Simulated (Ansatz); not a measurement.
## CH5N3: a failed or faulty run and its cure

System: CH5N3.
Method of the first run: RKS PBE-QIDH/cc-pVTZ-PP (Ansatz 0.2.0).

The geometry comes from this level: PBE0-D4/def2-TZVP. Text and figures count atoms from 1; the logs count them from 0 in places.

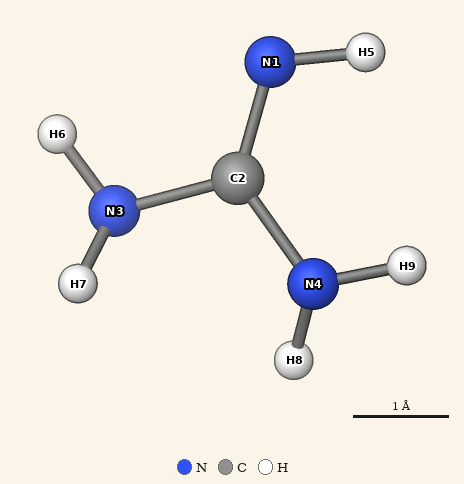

Fig. 1: The structure as given in the input (ball-and-stick view, seen on its broad side; atoms are numbered from 1 in the order of the input). Bond lengths as drawn: C–N 1.27 to 1.39 Å and H–N 1.01 to 1.02 Å.

**The input, the first run**
```yaml
crystal:
  periodic: [false, false, false]
  atoms:
    - {symbol: N, position_ang: [-0.736882, 1.290730, -0.325109]}
    - {symbol: C, position_ang: [-0.066781, 0.238151, -0.071210]}
    - {symbol: N, position_ang: [1.312101, 0.249730, -0.174250]}
    - {symbol: N, position_ang: [-0.556222, -1.003077, 0.307588]}
    - {symbol: H, position_ang: [-1.718899, 1.172334, -0.097265]}
    - {symbol: H, position_ang: [1.644325, 1.102797, -0.595974]}
    - {symbol: H, position_ang: [1.714859, -0.578168, -0.585230]}
    - {symbol: H, position_ang: [0.024607, -1.509187, 0.958274]}
    - {symbol: H, position_ang: [-1.528710, -1.009710, 0.565976]}
basis:
  gaussian: {orbitals: cc-pVTZ-PP}
hamiltonian: {xc: {name: PBE-QIDH}}
```

Command:
```bash
ansatz run in.yaml --threads 2 --pin off --events-out ev --progress --plain --max-ram 4352MiB
```

Hardware: 2 threads of Arm Neoverse V1, 23 GiB of memory available, shared host.

**Output (the first run)**
```
Functional definition: PBE-QIDH
  parameter a = 3^(-1/3)
  parameter c = 1/3
  exchange = (1 - a)*pbe_x + a*exact_x
  correlation = (1 - c)*pbe_c + c*(mp2_os + mp2_ss)
Error: [file] the basis set cc-pVTZ-PP has no functions for N
```

Question: Diagnose this run and give a change of the input that cures it.

Answer: A setting was made wrong on purpose: basis. The program refused the input: “[file] the basis set cc-pVTZ-PP has no functions for N”

A run of the same system that converges differs from this input as follows (lines with − go, lines with + come):
```diff
-  gaussian: {orbitals: cc-pVTZ-PP}
+  gaussian: {orbitals: def2-TZVPP}
```

**Output (the second run)**
```
Functional definition: PBE-QIDH
  parameter a = 3^(-1/3)
  parameter c = 1/3
  exchange = (1 - a)*pbe_x + a*exact_x
  correlation = (1 - c)*pbe_c + c*(mp2_os + mp2_ss)
1164 factors; integrals over basis functions are off by at most 1.1e-3 eV
mean field evaluation 1: about -5570.2953 eV, gradient 5.3e1 eV
mean field evaluation 2: about -5570.2990 eV, gradient 5.3e1 eV
mean field evaluation 4: about -5575.6439 eV, gradient 4.1e0 eV
mean field evaluation 8: about -5575.6866 eV, gradient 2.2e-1 eV
mean field evaluation 16: about -5575.6870 eV, gradient 1.8e-4 eV
mean field -5575.68696800 eV, -204.9027167375 hartree, gradient 9.9e-6 eV, S^2 0.000000; 0 other end points of the search recorded, 0 dependent functions left out
4 core orbitals not correlated: weight in the atoms' cores, before any rotation towards them, 1.000 or more for the frozen orbitals, at most 0.000 for the correlated occupied ones
reference -5575.68697761 eV, -204.9027170908 hartree; 12, 12 occupied and 178, 178 virtual orbitals, 1164 factors
second order -24.01872994 eV of doubles, -0.00000000 eV of singles
Total energy: -5583.69322092 eV, -205.1969411057 hartree
```

**The two runs side by side**

| quantity | the first run | the second run |
| --- | --- | --- |
| outcome | refused | converged |
| total energy (hartree) | – | −205.196941 |
| basis functions | – | 194 |
